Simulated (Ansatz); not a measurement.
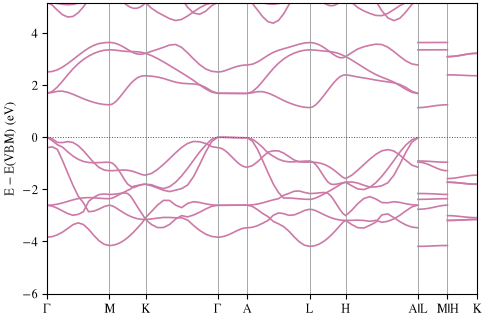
Figure. Band structure from PBE in the plane-wave PAW code Ansatz

Q: Read off the gap and where the band edges lie.

A: About 1.1 eV (1.14 eV by a search for the band edges); maximum at Γ, minimum at L.

The material is ZrS₂ (CdI2 type, P-3m1).

Symmetry was held in the PBE relaxation. No spin polarisation was allowed. The volume lies over 15 % above that of the usual cell of this phase: another minimum, or an error of the functional. A crystal of weakly bound layers computed without a dispersion correction: the cell and the soft elastic constants depend strongly on that. Scalar-relativistic: spin–orbit coupling is off unless named, which matters more the heavier the elements.

Potentials: the earlier of the program's two PAW sets.
